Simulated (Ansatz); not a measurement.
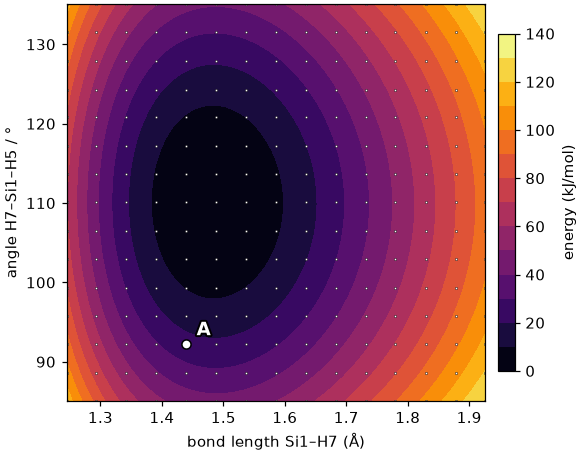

Si(NCO)H3. First axis: bond length Si1–H7. Second axis: angle H7–Si1–H5. Nothing is relaxed (all other coordinates rigid). The grid has 15 × 15 points. Points are written as (first, second). Energies: kJ/mol, counted from the relaxed molecule at the same level. Method: RKS PBE0-D4/def2-TZVP (Ansatz 0.2.0).

Drawn: filled contours, dots at the grid points, the point A. Between grid points the surface is interpolated.

Is A at rest? If not, where is it pushed?

A, at (1.439 Å, 92.2°), is not a stationary point. The computed force is 89 kJ/mol for each Å towards larger values of bond length Si1–H7 and 2.5 kJ/mol for each degree towards larger values of angle H7–Si1–H5.
